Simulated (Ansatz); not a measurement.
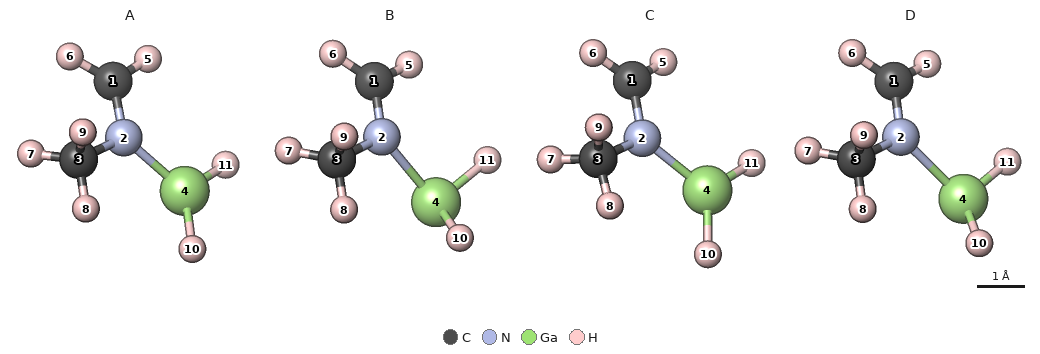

4 geometries from one relaxation of C₂H₇GaN (multiplicity 2), in shuffled order. The picture is a ball-and-stick view, seen at a tilt.

The start comes from GFN2-xTB.

These are results of Ansatz, UKS PBE0-D4/def2-TZVP, not measurements. (force threshold 0.005 eV/Å; at most 150 steps)

**Order the frames from highest to lowest energy.**

B, D, A, C. They are steps 0, 2, 4, 11, at +8.94 kcal/mol, +4.99 kcal/mol, +1.64 kcal/mol relative to the last. The energy falls by 8.94 kcal/mol in 10 accepted moves (11 points after the start). Largest force component: 1.3 eV/Å at the start, 0.0045 eV/Å at the end. The line search rejected the trial step at point 6 of the run. The atom that moves furthest after the best rigid fit is H10 (0.54 Å). Largest moves by element: H 0.54 Å, Ga 0.46 Å, C 0.06 Å, N 0.05 Å. Among the contacts that change: N2–Ga4 2.008 → 1.859 Å, Ga4–H10 1.631 → 1.557 Å, C1–N2 1.301 → 1.352 Å, N2–C3 1.444 → 1.452 Å. Bond angles that change, for instance: N2–Ga4–H10 99.0° → 113.7°, H10–Ga4–H11 116.9° → 131.0°, N2–Ga4–H11 102.2° → 115.2°.
